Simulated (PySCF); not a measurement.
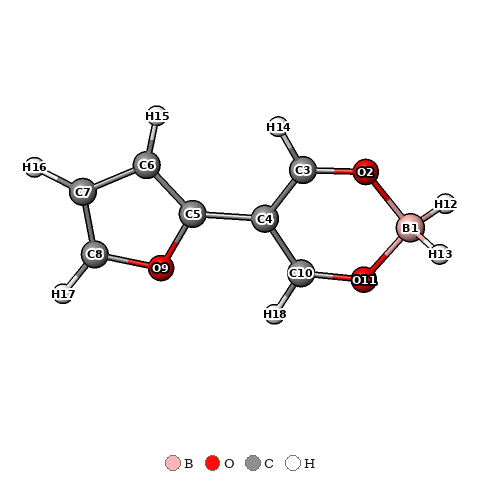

Structure of C₇H₇BO₃, SMILES [BH2-]1OC=C(c2ccco2)C=[O+]1.

Kohn-Sham orbital energies near the frontier, CAM-B3LYP/def2-SVPD in PySCF, at a PBE0-D3(BJ)/def2-SVP geometry (no frequency check), isolated molecule; empty levels in grey, levels within 0.03 eV side by side.

> Where do the frontier orbitals lie?

HOMO at −7.36 eV, LUMO at −1.51 eV, 5.85 eV apart.

> List the levels with the atoms that carry most of them (a dash for levels above zero or within 0.03 eV of another, where shares mean little).

```tsv
orbital	energy (eV)	Löwdin shares
LUMO+1	0.43	–
LUMO	−1.51	C3 26 %, C10 25 %, O2 15 %
HOMO	−7.36	C8 15 %, C4 13 %, C5 12 %
HOMO−1	−9.18	B1 19 %, H12/H13 11 % each
HOMO−2	−9.89	C7 26 %, C6 26 %, O9 23 %
```

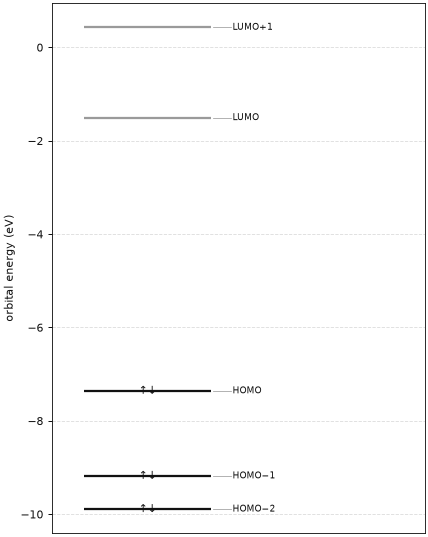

Caveats: one conformer of a flexible molecule; empty levels above zero depend strongly on the basis.
